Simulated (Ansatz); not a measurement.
CClFSi (SMILES F[Si]#CCl)

| atom | x (Å) | y (Å) | z (Å) |
| --- | --- | --- | --- |
| C | -0.0322 | 0.8639 | 0.6967 |
| Cl | 1.2818 | 1.8273 | 0.9805 |
| F | -2.3250 | -0.7252 | -0.0143 |
| Si | -1.2142 | 0.3946 | -0.4850 |

Geometry: PBE-D3(BJ)/def2-SVP.

Computed with isolated molecule in a Gaussian basis; Kohn-Sham density functional theory, functional PBE0 (Ansatz).

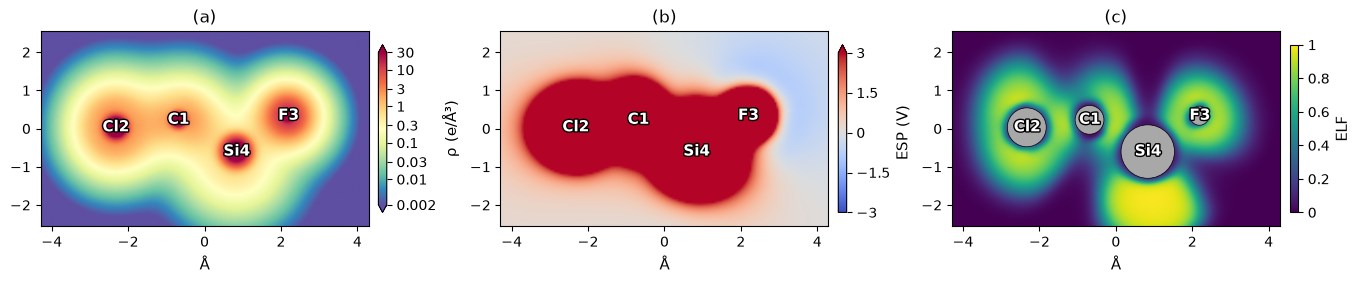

Figure 1. (a) total electron density; (b) molecular electrostatic potential; (c) ELF on the molecular plane. Grey discs cover the atomic cores in the ELF map.

**Interpret the plot.**

Atoms in the plane: C, Cl, F and Si.
Si–F (1.65 Å): ρ is about 1 e/Å³ halfway; the ELF peaks at about 0.80 in the valence shell of F, 0.6 Å from its nucleus, and is about 0.50 at the midpoint.
C–Cl (1.65 Å): ρ is about 1.7 e/Å³ halfway; the ELF peaks at about 0.85 between the atoms, as expected for a covalent bond.
C–Si (1.74 Å): the density is about 0.97 e/Å³ at the midpoint; the ELF peaks at about 0.85 between the atoms (localised, covalent bonding).
The ELF also peaks beside Si4, Cl2 and F3, away from the bonds: lone-pair regions.
Outside the dense part of the molecule the potential is most negative (−0.8 V) near F3.

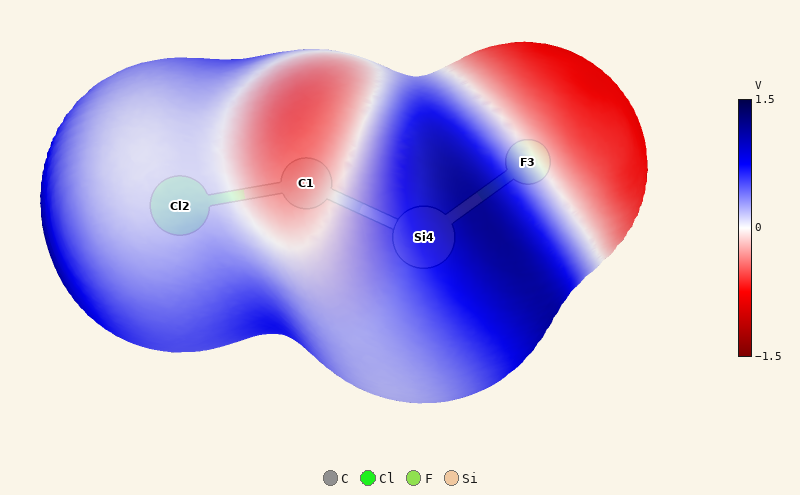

Figure 2. The molecular electrostatic potential painted on the density surface at 0.002 e/bohr³, seen at a tilt; the colour scale runs from red (negative) to blue (positive).

**Which sites attract a positive test charge, and which a negative one?**

A positive charge is drawn to the negative regions and a negative charge to the positive ones. The most negative region (about −0.8 V) lies over F3, the most positive (about +1.3 V) over Cl2. Cl2 shows a σ-hole: about +1.3 V at the tip opposite its bond, against about +0.3 V on its flanks.

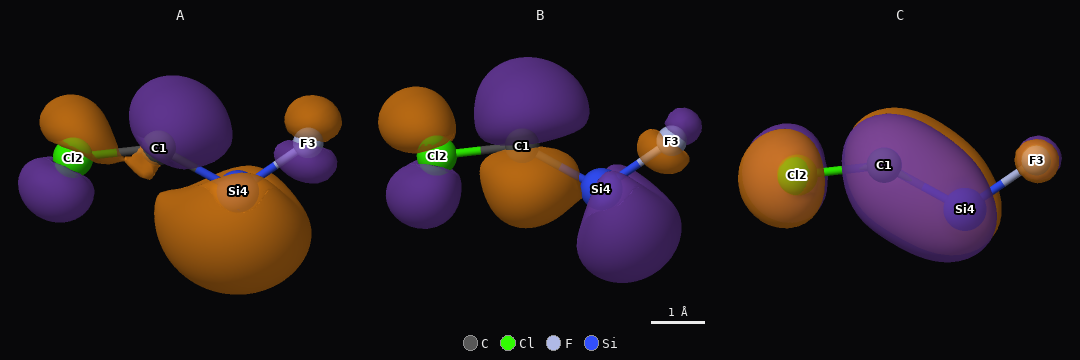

Figure 3. Three frontier orbitals at ±0.1 Å⁻³ᐟ² (orange and purple are the two phases), in no order.

**Which picture is the HOMO−1, the HOMO and the LUMO?**

A is the HOMO−1 (−7.79 eV). Its weight (Hirshfeld) is mainly on Si4 (about 60 %), C1 (about 20 %), Cl2 (about 10 %) and F3 (about 5 %); it is symmetric in the molecular plane (an in-plane orbital: σ, lone-pair or in-plane π type). C is the HOMO (−6.61 eV). By Hirshfeld shares it lies mainly on C1 (about 45 %), Si4 (about 30 %) and Cl2 (about 25 %); it changes sign across the molecular plane (π type); π-bonding across C1–Si4; π-antibonding (a node) across C1–Cl2. B is the LUMO (−4.05 eV). By Hirshfeld shares it lies mainly on C1 (about 45 %), Si4 (about 35 %) and Cl2 (about 20 %); it is symmetric in the molecular plane (an in-plane orbital: σ, lone-pair or in-plane π type).

**What is the HOMO–LUMO gap?**

2.56 eV between the orbital energies.
